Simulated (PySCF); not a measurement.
System: SrI (doublet).

```xyz
2

Sr    0.0000    0.0000   -1.7605
I     0.0000    0.0000    1.2195
```

Level of theory: PySCF, PBE0/x2c-TZVPall, spin-free X2C-1e, Gaussian nucleus, at a bond length of 2.980 Å.

What can the converged electron density, electron localisation function and spin density tell about the bonding?

Sr–I (2.98 Å): the density is about 0.27 e/Å³ at the midpoint; the ELF peaks at about 0.75 in the valence shell of I, 1.2 Å from its nucleus, and is about 0.40 at the midpoint: an ionic contact with no shared pair.
The unpaired spin (1 electron) lies mostly on Sr1 (about 1.0), in electrons by Hirshfeld's partition.

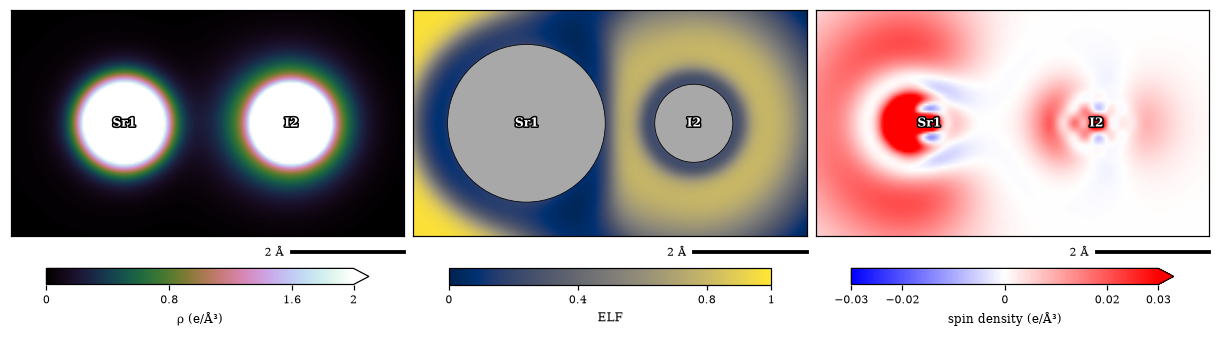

Computed electron density, electron localisation function and spin density on a plane that holds the molecular axis, in this order. Grey discs cover the atomic cores in the ELF map. 
